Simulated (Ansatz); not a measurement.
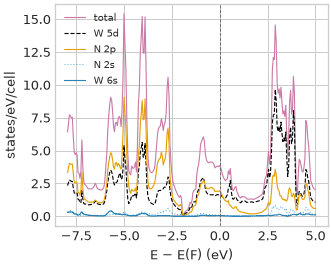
Figure: Total and projected density of states of W2N3 in space group P6_3/mmc (No. 194; W on 4f, N on 4f, N on 2c), r²SCAN+D4 (plane waves, PAW; program Ansatz)

Problem. Which orbitals carry the states next to the Fermi level?

Solution. Within 0.5 eV of the Fermi level: N 2p 48 %, W 5d 46 %. Projections are on Löwdin-orthogonalised atomic valence shells; empty p or d shells of many metals are not among them.

Problem. Where is the tallest occupied peak in this window, and what makes it?

Solution. Near -5.0 eV, about 15 states/eV per cell; the largest projected share is N 2p.

The first step of the workflow began from a Materials Project structure, measured or hypothetical; the Crystallography Open Database copy checked does not list it. Its standing as an ambient phase is unchecked. Symmetry was held in the r²SCAN+D4 relaxation; whether a distortion lowers the energy is not shown. No spin polarisation was allowed. Scalar-relativistic: spin–orbit coupling is off unless named, which matters more the heavier the elements.

Potentials: the later of the program's two PAW sets.
